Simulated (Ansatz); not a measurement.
# NaCl under a change: Cl vacancy, symmetric start

The reference is a 16-atom supercell of NaCl in the rock salt structure (space group Fm-3m, No. 225; a = 5.696 Å) at its relaxed geometry.

It is then changed as follows: one Cl atom is removed, atoms relaxed at fixed cell.

Computed with PBE (Ansatz, a first-principles code; PAW; 420 eV plane waves; without spin-orbit coupling). Settings: 4×4×4 k-points, 0.01 eV Fermi–Dirac smearing.

The largest displacement of a host atom from its site in the perfect cell comes out as 0.00 Å and the mean distance from the defect site to its nearest host atoms stays 2.85 Å.

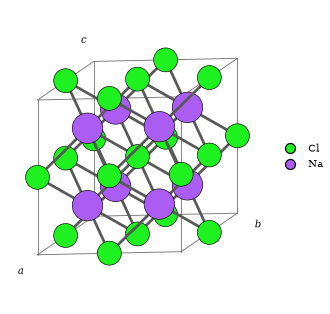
Fig. 1. The relaxed cell after the change

Cost of the whole job for the changed cell (relaxation, final SCF and bands): very roughly 2.3 core-minutes.

The magnetic state is the one reached from the starting moments; the real material's order can differ, and small cells can't hold many antiferromagnetic ones. The cell is small, so the values are those of an ordered compound at a high defect concentration; dilute-limit values will differ. The defect started on the symmetric site and kept its symmetry, so it may sit on a saddle. The defect cell is spin-polarised and ends with 1.0 μB.
